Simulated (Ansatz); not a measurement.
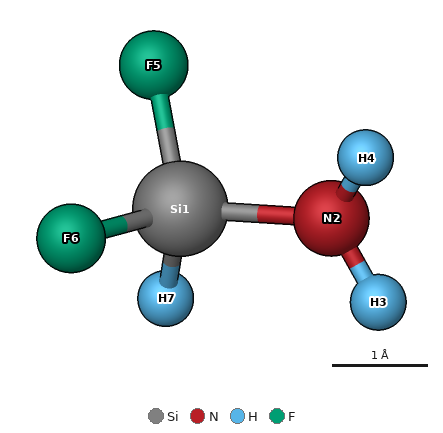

*The structure as given in the input (ball-and-stick view, seen at a tilt; atoms are numbered from 1 in the order of the input).*

Bond lengths as drawn: F–Si 1.60 to 1.61 Å, H–N 1.01 Å, H–Si 1.47 Å and N–Si 1.70 Å.

**Molecular dynamics, with input and output: SiNH3F2 (part 1 of 2)**

SiNH3F2, computed with RKS B3LYP/6-31G* (Ansatz 0.2.0).

It belongs to a series of runs on one base structure; here: dynamics from the start. Figures and captions count atoms from 1; the log counts them from 0 in places.

**Output**
```
Engine: ansatz 0.2.0, aarch64-unknown-linux-gnu
Functional definition: B3LYP
  parameter a0 = 0.2
  parameter ax = 0.72
  parameter ac = 0.81
  exchange = (1 - a0 - ax)*slater_x + ax*b88_x + a0*exact_x
  correlation = (1 - ac)*vwn_rpa_c + ac*lyp_c
703 factors; integrals over basis functions are off by at most 3.5e-4 eV
mean field evaluation 1: about -14847.1322 eV, gradient 6.5e1 eV
mean field evaluation 2: about -14838.9499 eV, gradient 9.0e1 eV
mean field evaluation 4: about -14854.2391 eV, gradient 2.8e0 eV
mean field evaluation 8: about -14854.2671 eV, gradient 1.6e-2 eV
mean field -14854.26705343 eV, -545.8842456296 hartree, gradient 4.2e-5 eV, S^2 0.000000; 0 other end points of the search recorded, 0 dependent functions left out
the calculation of the forces begins
reference -14854.26726335 eV, -545.8842533442 hartree; 21, 21 occupied and 49, 49 virtual orbitals, 703 factors
md step     0: t =     0.00 fs  T =  1000.0 K  F+E_penalty+E_count = -14854.26705343 eV  E_kin = 0.646300 eV  conserved = -14853.62075343 eV  (23 SCF iters)
these checks for a lower state are left out or cut short: starts, cluster_reference, orbital_swaps, neighbouring_geometries, increment
703 factors; integrals over basis functions are off by at most 3.6e-4 eV
mean field evaluation 16: about -14854.2369 eV, gradient 4.2e-3 eV
mean field -14854.25245129 eV, -545.8837090108 hartree, gradient 5.3e-5 eV, S^2 0.000000; 0 other end points of the search recorded, 0 dependent functions left out
the calculation of the forces begins
reference -14854.25266138 eV, -545.8837167317 hartree; 21, 21 occupied and 49, 49 virtual orbitals, 703 factors
md step     1: t =     0.50 fs  T =   977.3 K  F+E_penalty+E_count = -14854.25245129 eV  E_kin = 0.631642 eV  conserved = -14853.62080940 eV  (25 SCF iters)
[... from here on the SCF iterations and repeated set-up lines of each step are left out, up to the last step ...]
md step     2: t =     1.00 fs  T =   910.9 K  F+E_penalty+E_count = -14854.20912847 eV  E_kin = 0.588691 eV  conserved = -14853.62043865 eV  (24 SCF iters)
md step     3: t =     1.50 fs  T =   811.1 K  F+E_penalty+E_count = -14854.14385516 eV  E_kin = 0.524216 eV  conserved = -14853.61964361 eV  (24 SCF iters)
md step     4: t =     2.00 fs  T =   698.1 K  F+E_penalty+E_count = -14854.06973918 eV  E_kin = 0.451153 eV  conserved = -14853.61859850 eV  (24 SCF iters)
md step     5: t =     2.50 fs  T =   596.9 K  F+E_penalty+E_count = -14854.00337206 eV  E_kin = 0.385755 eV  conserved = -14853.61764207 eV  (24 SCF iters)
md step     6: t =     3.00 fs  T =   530.0 K  F+E_penalty+E_count = -14853.95963861 eV  E_kin = 0.342538 eV  conserved = -14853.61714331 eV  (24 SCF iters)
md step     7: t =     3.50 fs  T =   509.0 K  F+E_penalty+E_count = -14853.94621963 eV  E_kin = 0.328995 eV  conserved = -14853.61729244 eV  (24 SCF iters)
md step     8: t =     4.00 fs  T =   530.6 K  F+E_penalty+E_count = -14853.96078857 eV  E_kin = 0.342911 eV  conserved = -14853.61797867 eV  (25 SCF iters)
md step     9: t =     4.50 fs  T =   578.6 K  F+E_penalty+E_count = -14853.99263907 eV  E_kin = 0.373919 eV  conserved = -14853.61886502 eV  (25 SCF iters)
md step    10: t =     5.00 fs  T =   631.7 K  F+E_penalty+E_count = -14854.02768894 eV  E_kin = 0.408298 eV  conserved = -14853.61959186 eV  (24 SCF iters)
md step    11: t =     5.50 fs  T =   671.9 K  F+E_penalty+E_count = -14854.05393429 eV  E_kin = 0.434254 eV  conserved = -14853.61994875 eV  (24 SCF iters)
md step    12: t =     6.00 fs  T =   688.9 K  F+E_penalty+E_count = -14854.06482168 eV  E_kin = 0.445253 eV  conserved = -14853.61991558 eV  (25 SCF iters)
md step    13: t =     6.50 fs  T =   681.7 K  F+E_penalty+E_count = -14854.05976113 eV  E_kin = 0.440578 eV  conserved = -14853.61961550 eV  (25 SCF iters)
md step    14: t =     7.00 fs  T =   655.6 K  F+E_penalty+E_count = -14854.04243170 eV  E_kin = 0.423729 eV  conserved = -14853.61922554 eV  (24 SCF iters)
md step    15: t =     7.50 fs  T =   618.7 K  F+E_penalty+E_count = -14854.01817234 eV  E_kin = 0.399893 eV  conserved = -14853.61889590 eV  (24 SCF iters)
md step    16: t =     8.00 fs  T =   578.3 K  F+E_penalty+E_count = -14853.99171192 eV  E_kin = 0.373729 eV  conserved = -14853.61869439 eV  (25 SCF iters)
md step    17: t =     8.50 fs  T =   538.9 K  F+E_penalty+E_count = -14853.96607857 eV  E_kin = 0.348283 eV  conserved = -14853.61860323 eV  (25 SCF iters)
md step    18: t =     9.00 fs  T =   503.1 K  F+E_penalty+E_count = -14853.94279859 eV  E_kin = 0.325149 eV  conserved = -14853.61855497 eV  (24 SCF iters)
md step    19: t =     9.50 fs  T =   472.5 K  F+E_penalty+E_count = -14853.92283993 eV  E_kin = 0.305358 eV  conserved = -14853.61848701 eV  (25 SCF iters)
md step    20: t =    10.00 fs  T =   449.1 K  F+E_penalty+E_count = -14853.90749826 eV  E_kin = 0.290228 eV  conserved = -14853.61837749 eV  (25 SCF iters)
md step    21: t =    10.50 fs  T =   435.8 K  F+E_penalty+E_count = -14853.89869382 eV  E_kin = 0.281658 eV  conserved = -14853.61824840 eV  (25 SCF iters)
md step    22: t =    11.00 fs  T =   436.0 K  F+E_penalty+E_count = -14853.89861356 eV  E_kin = 0.281790 eV  conserved = -14853.61814774 eV  (25 SCF iters)
md step    23: t =    11.50 fs  T =   452.2 K  F+E_penalty+E_count = -14853.90895088 eV  E_kin = 0.292269 eV  conserved = -14853.61812915 eV  (25 SCF iters)
md step    24: t =    12.00 fs  T =   484.9 K  F+E_penalty+E_count = -14853.93006572 eV  E_kin = 0.313415 eV  conserved = -14853.61823536 eV  (26 SCF iters)
md step    25: t =    12.50 fs  T =   531.6 K  F+E_penalty+E_count = -14853.96032826 eV  E_kin = 0.343583 eV  conserved = -14853.61848752 eV  (25 SCF iters)
md step    26: t =    13.00 fs  T =   586.2 K  F+E_penalty+E_count = -14853.99582860 eV  E_kin = 0.378877 eV  conserved = -14853.61887553 eV  (25 SCF iters)
md step    27: t =    13.50 fs  T =   639.6 K  F+E_penalty+E_count = -14854.03060230 eV  E_kin = 0.413385 eV  conserved = -14853.61934927 eV  (25 SCF iters)
md step    28: t =    14.00 fs  T =   680.9 K  F+E_penalty+E_count = -14854.05749946 eV  E_kin = 0.440051 eV  conserved = -14853.61981196 eV  (24 SCF iters)
md step    29: t =    14.50 fs  T =   699.7 K  F+E_penalty+E_count = -14854.06976020 eV  E_kin = 0.452245 eV  conserved = -14853.62012826 eV  (24 SCF iters)
md step    30: t =    15.00 fs  T =   689.9 K  F+E_penalty+E_count = -14854.06314368 eV  E_kin = 0.445862 eV  conserved = -14853.62015304 eV  (24 SCF iters)
md step    31: t =    15.50 fs  T =   652.1 K  F+E_penalty+E_count = -14854.03810128 eV  E_kin = 0.421437 eV  conserved = -14853.61979212 eV  (24 SCF iters)
md step    32: t =    16.00 fs  T =   596.2 K  F+E_penalty+E_count = -14854.00105429 eV  E_kin = 0.385349 eV  conserved = -14853.61907864 eV  (24 SCF iters)
md step    33: t =    16.50 fs  T =   540.1 K  F+E_penalty+E_count = -14853.96367939 eV  E_kin = 0.349069 eV  conserved = -14853.61821506 eV  (24 SCF iters)
md step    34: t =    17.00 fs  T =   504.3 K  F+E_penalty+E_count = -14853.93965461 eV  E_kin = 0.325948 eV  conserved = -14853.61753105 eV  (24 SCF iters)
md step    35: t =    17.50 fs  T =   504.9 K  F+E_penalty+E_count = -14853.93962166 eV  E_kin = 0.326332 eV  conserved = -14853.61733579 eV  (24 SCF iters)
md step    36: t =    18.00 fs  T =   546.4 K  F+E_penalty+E_count = -14853.96658730 eV  E_kin = 0.353133 eV  conserved = -14853.61773872 eV  (24 SCF iters)
md step    37: t =    18.50 fs  T =   619.4 K  F+E_penalty+E_count = -14854.01434138 eV  E_kin = 0.400326 eV  conserved = -14853.61857447 eV  (24 SCF iters)
md step    38: t =    19.00 fs  T =   704.5 K  F+E_penalty+E_count = -14854.06994048 eV  E_kin = 0.455318 eV  conserved = -14853.61950003 eV  (24 SCF iters)
md step    39: t =    19.50 fs  T =   779.6 K  F+E_penalty+E_count = -14854.11883048 eV  E_kin = 0.503884 eV  conserved = -14853.62019000 eV  (24 SCF iters)
md step    40: t =    20.00 fs  T =   827.7 K  F+E_penalty+E_count = -14854.14978178 eV  E_kin = 0.534945 eV  conserved = -14853.62048148 eV  (24 SCF iters)
md step    41: t =    20.50 fs  T =   840.4 K  F+E_penalty+E_count = -14854.15749032 eV  E_kin = 0.543165 eV  conserved = -14853.62039268 eV  (24 SCF iters)
md step    42: t =    21.00 fs  T =   818.4 K  F+E_penalty+E_count = -14854.14248084 eV  E_kin = 0.528921 eV  conserved = -14853.62005206 eV  (24 SCF iters)
md step    43: t =    21.50 fs  T =   768.3 K  F+E_penalty+E_count = -14854.10928377 eV  E_kin = 0.496576 eV  conserved = -14853.61961054 eV  (24 SCF iters)
md step    44: t =    22.00 fs  T =   699.8 K  F+E_penalty+E_count = -14854.06416860 eV  E_kin = 0.452273 eV  conserved = -14853.61918519 eV  (25 SCF iters)
md step    45: t =    22.50 fs  T =   622.2 K  F+E_penalty+E_count = -14854.01333384 eV  E_kin = 0.402142 eV  conserved = -14853.61883596 eV  (26 SCF iters)
md step    46: t =    23.00 fs  T =   543.6 K  F+E_penalty+E_count = -14853.96194201 eV  E_kin = 0.351339 eV  conserved = -14853.61856820 eV  (25 SCF iters)
md step    47: t =    23.50 fs  T =   470.2 K  F+E_penalty+E_count = -14853.91399474 eV  E_kin = 0.303896 eV  conserved = -14853.61834967 eV  (25 SCF iters)
md step    48: t =    24.00 fs  T =   407.2 K  F+E_penalty+E_count = -14853.87279504 eV  E_kin = 0.263165 eV  conserved = -14853.61813639 eV  (26 SCF iters)
md step    49: t =    24.50 fs  T =   359.6 K  F+E_penalty+E_count = -14853.84157460 eV  E_kin = 0.232405 eV  conserved = -14853.61790719 eV  (25 SCF iters)
md step    50: t =    25.00 fs  T =   332.7 K  F+E_penalty+E_count = -14853.82377562 eV  E_kin = 0.215039 eV  conserved = -14853.61768982 eV  (24 SCF iters)
md step    51: t =    25.50 fs  T =   331.4 K  F+E_penalty+E_count = -14853.82260374 eV  E_kin = 0.214211 eV  conserved = -14853.61756059 eV  (24 SCF iters)
md step    52: t =    26.00 fs  T =   358.4 K  F+E_penalty+E_count = -14853.83986919 eV  E_kin = 0.231658 eV  conserved = -14853.61760973 eV  (25 SCF iters)
md step    53: t =    26.50 fs  T =   412.2 K  F+E_penalty+E_count = -14853.87465011 eV  E_kin = 0.266426 eV  conserved = -14853.61788860 eV  (24 SCF iters)
md step    54: t =    27.00 fs  T =   486.1 K  F+E_penalty+E_count = -14853.92256132 eV  E_kin = 0.314168 eV  conserved = -14853.61837652 eV  (24 SCF iters)
md step    55: t =    27.50 fs  T =   568.6 K  F+E_penalty+E_count = -14853.97611676 eV  E_kin = 0.367496 eV  conserved = -14853.61898773 eV  (24 SCF iters)
md step    56: t =    28.00 fs  T =   645.7 K  F+E_penalty+E_count = -14854.02607786 eV  E_kin = 0.417288 eV  conserved = -14853.61960841 eV  (24 SCF iters)
md step    57: t =    28.50 fs  T =   703.2 K  F+E_penalty+E_count = -14854.06326980 eV  E_kin = 0.454474 eV  conserved = -14853.62012289 eV  (25 SCF iters)
md step    58: t =    29.00 fs  T =   730.1 K  F+E_penalty+E_count = -14854.08041883 eV  E_kin = 0.471869 eV  conserved = -14853.62042539 eV  (24 SCF iters)
md step    59: t =    29.50 fs  T =   720.8 K  F+E_penalty+E_count = -14854.07381328 eV  E_kin = 0.465831 eV  conserved = -14853.62042106 eV  (25 SCF iters)
md step    60: t =    30.00 fs  T =   677.1 K  F+E_penalty+E_count = -14854.04469906 eV  E_kin = 0.437639 eV  conserved = -14853.62004714 eV  (25 SCF iters)
md step    61: t =    30.50 fs  T =   610.0 K  F+E_penalty+E_count = -14854.00005000 eV  E_kin = 0.394221 eV  conserved = -14853.61932952 eV  (25 SCF iters)
md step    62: t =    31.00 fs  T =   537.6 K  F+E_penalty+E_count = -14853.95192007 eV  E_kin = 0.347446 eV  conserved = -14853.61843983 eV  (25 SCF iters)
md step    63: t =    31.50 fs  T =   481.7 K  F+E_penalty+E_count = -14853.91460639 eV  E_kin = 0.311303 eV  conserved = -14853.61769107 eV  (25 SCF iters)
md step    64: t =    32.00 fs  T =   459.9 K  F+E_penalty+E_count = -14853.89983724 eV  E_kin = 0.297213 eV  conserved = -14853.61740986 eV  (24 SCF iters)
md step    65: t =    32.50 fs  T =   478.7 K  F+E_penalty+E_count = -14853.91192754 eV  E_kin = 0.309382 eV  conserved = -14853.61773611 eV  (24 SCF iters)
md step    66: t =    33.00 fs  T =   530.6 K  F+E_penalty+E_count = -14853.94577610 eV  E_kin = 0.342902 eV  conserved = -14853.61851025 eV  (24 SCF iters)
md step    67: t =    33.50 fs  T =   597.3 K  F+E_penalty+E_count = -14853.98926001 eV  E_kin = 0.386037 eV  conserved = -14853.61936577 eV  (25 SCF iters)
md step    68: t =    34.00 fs  T =   658.3 K  F+E_penalty+E_count = -14854.02869680 eV  E_kin = 0.425460 eV  conserved = -14853.61995248 eV  (24 SCF iters)
md step    69: t =    34.50 fs  T =   698.4 K  F+E_penalty+E_count = -14854.05414902 eV  E_kin = 0.451377 eV  conserved = -14853.62011573 eV  (24 SCF iters)
md step    70: t =    35.00 fs  T =   711.8 K  F+E_penalty+E_count = -14854.06193168 eV  E_kin = 0.460015 eV  conserved = -14853.61992025 eV  (24 SCF iters)
md step    71: t =    35.50 fs  T =   700.9 K  F+E_penalty+E_count = -14854.05386198 eV  E_kin = 0.452984 eV  conserved = -14853.61955098 eV  (25 SCF iters)
md step    72: t =    36.00 fs  T =   672.7 K  F+E_penalty+E_count = -14854.03464335 eV  E_kin = 0.434793 eV  conserved = -14853.61918228 eV  (24 SCF iters)
md step    73: t =    36.50 fs  T =   634.9 K  F+E_penalty+E_count = -14854.00928571 eV  E_kin = 0.410350 eV  conserved = -14853.61890277 eV  (24 SCF iters)
md step    74: t =    37.00 fs  T =   593.5 K  F+E_penalty+E_count = -14853.98172870 eV  E_kin = 0.383586 eV  conserved = -14853.61871440 eV  (24 SCF iters)
md step    75: t =    37.50 fs  T =   552.9 K  F+E_penalty+E_count = -14853.95474125 eV  E_kin = 0.357310 eV  conserved = -14853.61857559 eV  (24 SCF iters)
md step    76: t =    38.00 fs  T =   516.4 K  F+E_penalty+E_count = -14853.93049213 eV  E_kin = 0.333734 eV  conserved = -14853.61844567 eV  (24 SCF iters)
md step    77: t =    38.50 fs  T =   487.4 K  F+E_penalty+E_count = -14853.91112826 eV  E_kin = 0.315027 eV  conserved = -14853.61830706 eV  (25 SCF iters)
md step    78: t =    39.00 fs  T =   469.6 K  F+E_penalty+E_count = -14853.89898526 eV  E_kin = 0.303522 eV  conserved = -14853.61817269 eV  (24 SCF iters)
md step    79: t =    39.50 fs  T =   466.5 K  F+E_penalty+E_count = -14853.89634122 eV  E_kin = 0.301475 eV  conserved = -14853.61807672 eV  (25 SCF iters)
md step    80: t =    40.00 fs  T =   480.4 K  F+E_penalty+E_count = -14853.90484033 eV  E_kin = 0.310504 eV  conserved = -14853.61806227 eV  (25 SCF iters)
md step    81: t =    40.50 fs  T =   512.0 K  F+E_penalty+E_count = -14853.92479074 eV  E_kin = 0.330900 eV  conserved = -14853.61816710 eV  (24 SCF iters)
md step    82: t =    41.00 fs  T =   558.6 K  F+E_penalty+E_count = -14853.95456075 eV  E_kin = 0.361027 eV  conserved = -14853.61841253 eV  (24 SCF iters)
md step    83: t =    41.50 fs  T =   614.3 K  F+E_penalty+E_count = -14853.99026288 eV  E_kin = 0.397018 eV  conserved = -14853.61879395 eV  (25 SCF iters)
md step    84: t =    42.00 fs  T =   669.8 K  F+E_penalty+E_count = -14854.02587669 eV  E_kin = 0.432895 eV  conserved = -14853.61927383 eV  (25 SCF iters)
md step    85: t =    42.50 fs  T =   713.7 K  F+E_penalty+E_count = -14854.05391112 eV  E_kin = 0.461234 eV  conserved = -14853.61977937 eV  (24 SCF iters)
md step    86: t =    43.00 fs  T =   734.0 K  F+E_penalty+E_count = -14854.06662831 eV  E_kin = 0.474379 eV  conserved = -14853.62020628 eV  (25 SCF iters)
md step    87: t =    43.50 fs  T =   721.2 K  F+E_penalty+E_count = -14854.05773489 eV  E_kin = 0.466125 eV  conserved = -14853.62043501 eV  (24 SCF iters)
md step    88: t =    44.00 fs  T =   670.9 K  F+E_penalty+E_count = -14854.02427954 eV  E_kin = 0.433589 eV  conserved = -14853.62035353 eV  (24 SCF iters)
md step    89: t =    44.50 fs  T =   586.2 K  F+E_penalty+E_count = -14853.96835026 eV  E_kin = 0.378885 eV  conserved = -14853.61989332 eV  (25 SCF iters)
md step    90: t =    45.00 fs  T =   479.7 K  F+E_penalty+E_count = -14853.89799400 eV  E_kin = 0.309999 eV  conserved = -14853.61907985 eV  (24 SCF iters)
md step    91: t =    45.50 fs  T =   371.6 K  F+E_penalty+E_count = -14853.82661536 eV  E_kin = 0.240153 eV  conserved = -14853.61808091 eV  (24 SCF iters)
md step    92: t =    46.00 fs  T =   286.3 K  F+E_penalty+E_count = -14853.77019585 eV  E_kin = 0.185024 eV  conserved = -14853.61720905 eV  (24 SCF iters)
md step    93: t =    46.50 fs  T =   244.5 K  F+E_penalty+E_count = -14853.74244872 eV  E_kin = 0.158020 eV  conserved = -14853.61681173 eV  (24 SCF iters)
md step    94: t =    47.00 fs  T =   255.7 K  F+E_penalty+E_count = -14853.74961433 eV  E_kin = 0.165256 eV  conserved = -14853.61707258 eV  (24 SCF iters)
md step    95: t =    47.50 fs  T =   314.1 K  F+E_penalty+E_count = -14853.78777234 eV  E_kin = 0.203000 eV  conserved = -14853.61787303 eV  (24 SCF iters)
md step    96: t =    48.00 fs  T =   401.2 K  F+E_penalty+E_count = -14853.84458787 eV  E_kin = 0.259322 eV  conserved = -14853.61885962 eV  (24 SCF iters)
md step    97: t =    48.50 fs  T =   493.7 K  F+E_penalty+E_count = -14853.90453256 eV  E_kin = 0.319091 eV  conserved = -14853.61966267 eV  (24 SCF iters)
md step    98: t =    49.00 fs  T =   571.5 K  F+E_penalty+E_count = -14853.95445907 eV  E_kin = 0.369356 eV  conserved = -14853.62008107 eV  (24 SCF iters)
md step    99: t =    49.50 fs  T =   622.8 K  F+E_penalty+E_count = -14853.98681417 eV  E_kin = 0.402535 eV  conserved = -14853.62011577 eV  (25 SCF iters)
md step   100: t =    50.00 fs  T =   644.8 K  F+E_penalty+E_count = -14853.99986372 eV  E_kin = 0.416729 eV  conserved = -14853.61989284 eV  (24 SCF iters)
md step   101: t =    50.50 fs  T =   640.8 K  F+E_penalty+E_count = -14853.99597896 eV  E_kin = 0.414120 eV  conserved = -14853.61956037 eV  (24 SCF iters)
md step   102: t =    51.00 fs  T =   617.2 K  F+E_penalty+E_count = -14853.97946122 eV  E_kin = 0.398870 eV  conserved = -14853.61922544 eV  (24 SCF iters)
md step   103: t =    51.50 fs  T =   581.0 K  F+E_penalty+E_count = -14853.95490101 eV  E_kin = 0.375498 eV  conserved = -14853.61893452 eV  (24 SCF iters)
md step   104: t =    52.00 fs  T =   538.6 K  F+E_penalty+E_count = -14853.92641076 eV  E_kin = 0.348104 eV  conserved = -14853.61868665 eV  (24 SCF iters)
md step   105: t =    52.50 fs  T =   495.6 K  F+E_penalty+E_count = -14853.89758155 eV  E_kin = 0.320295 eV  conserved = -14853.61845938 eV  (24 SCF iters)
md step   106: t =    53.00 fs  T =   457.1 K  F+E_penalty+E_count = -14853.87177920 eV  E_kin = 0.295456 eV  conserved = -14853.61823599 eV  (24 SCF iters)
md step   107: t =    53.50 fs  T =   428.5 K  F+E_penalty+E_count = -14853.85236276 eV  E_kin = 0.276948 eV  conserved = -14853.61802383 eV  (25 SCF iters)
md step   108: t =    54.00 fs  T =   414.6 K  F+E_penalty+E_count = -14853.84255949 eV  E_kin = 0.267988 eV  conserved = -14853.61785329 eV  (25 SCF iters)
md step   109: t =    54.50 fs  T =   419.6 K  F+E_penalty+E_count = -14853.84499294 eV  E_kin = 0.271186 eV  conserved = -14853.61776405 eV  (25 SCF iters)
md step   110: t =    55.00 fs  T =   445.5 K  F+E_penalty+E_count = -14853.86105666 eV  E_kin = 0.287932 eV  conserved = -14853.61779132 eV  (25 SCF iters)
md step   111: t =    55.50 fs  T =   491.8 K  F+E_penalty+E_count = -14853.89035213 eV  E_kin = 0.317840 eV  conserved = -14853.61795727 eV  (25 SCF iters)
md step   112: t =    56.00 fs  T =   554.5 K  F+E_penalty+E_count = -14853.93033842 eV  E_kin = 0.358398 eV  conserved = -14853.61826564 eV  (24 SCF iters)
md step   113: t =    56.50 fs  T =   626.5 K  F+E_penalty+E_count = -14853.97629925 eV  E_kin = 0.404934 eV  conserved = -14853.61869491 eV  (24 SCF iters)
md step   114: t =    57.00 fs  T =   697.8 K  F+E_penalty+E_count = -14854.02173237 eV  E_kin = 0.451005 eV  conserved = -14853.61919327 eV  (24 SCF iters)
md step   115: t =    57.50 fs  T =   757.0 K  F+E_penalty+E_count = -14854.05921328 eV  E_kin = 0.489256 eV  conserved = -14853.61968216 eV  (24 SCF iters)
md step   116: t =    58.00 fs  T =   793.3 K  F+E_penalty+E_count = -14854.08167369 eV  E_kin = 0.512686 eV  conserved = -14853.62006262 eV  (24 SCF iters)
md step   117: t =    58.50 fs  T =   798.7 K  F+E_penalty+E_count = -14854.08397795 eV  E_kin = 0.516226 eV  conserved = -14853.62022130 eV  (25 SCF iters)
md step   118: t =    59.00 fs  T =   771.2 K  F+E_penalty+E_count = -14854.06465212 eV  E_kin = 0.498455 eV  conserved = -14853.62005004 eV  (24 SCF iters)
md step   119: t =    59.50 fs  T =   716.5 K  F+E_penalty+E_count = -14854.02741249 eV  E_kin = 0.463084 eV  conserved = -14853.61950092 eV  (25 SCF iters)
md step   120: t =    60.00 fs  T =   648.9 K  F+E_penalty+E_count = -14853.98167782 eV  E_kin = 0.419409 eV  conserved = -14853.61866199 eV  (24 SCF iters)
md step   121: t =    60.50 fs  T =   589.0 K  F+E_penalty+E_count = -14853.94098262 eV  E_kin = 0.380691 eV  conserved = -14853.61780081 eV  (24 SCF iters)
```
